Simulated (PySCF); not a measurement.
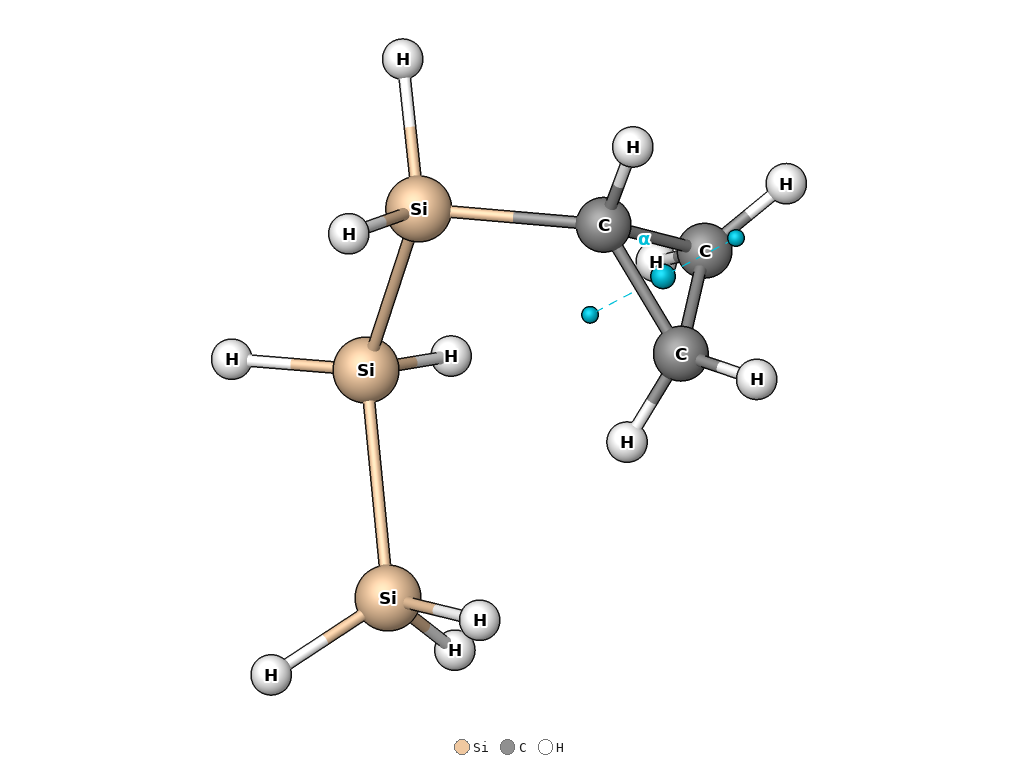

The small points mark where nucleus-independent chemical shifts (NICS) were computed: at the centre of each lettered ring and 1 Å above and below it. Geometry: a frame of a GFN2-xTB molecular-dynamics simulation, not a minimum. Level of theory: GIAO PBE0/pcSseg-1 NMR shielding, non-relativistic, gas phase (PySCF 2.14.0).

Give NICS(0), NICS(1) and the out-of-plane component NICS(1)zz for each ring (means of the two sides).

```json
{"ring": "α", "members": "C3", "NICS(0)": "−45.0", "NICS(1)": "−8.9", "NICS(1)zz": "−26.2"}
```

Values in ppm.
